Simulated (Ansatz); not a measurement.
```xyz
7

Be   -0.2038    2.0551   -0.2622
Ga   -0.5874    2.1637    2.3719
O    -0.5206    0.9175    0.8667
S    -0.1715    3.7660    0.9888
H    -0.0298    1.8614   -1.5841
H    -0.6258   -0.0428    0.7393
H    -0.8797    1.5408    3.7726
```

Geometry: BLYP-D3(BJ)/def2-SVP.

Method: Ansatz 0.2.0, isolated molecule in a Gaussian basis; Kohn-Sham density functional theory, functional PBE0.

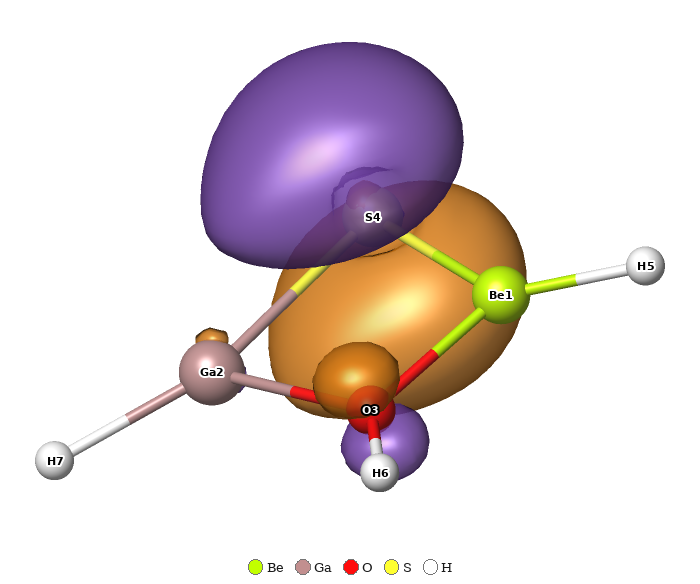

BeGaH₃OS (SMILES [BeH-]1[OH+][GaH][S]1). The HOMO at ±0.15 Å⁻³ᐟ² (orange and purple are the two phases), seen at an oblique angle.

Where does this orbital lie, and at what energy?

By Hirshfeld shares it lies mainly on S4 (about 75 %) and Ga2 (about 15 %); it changes sign across the molecular plane (π type). Its energy is −7.34 eV.
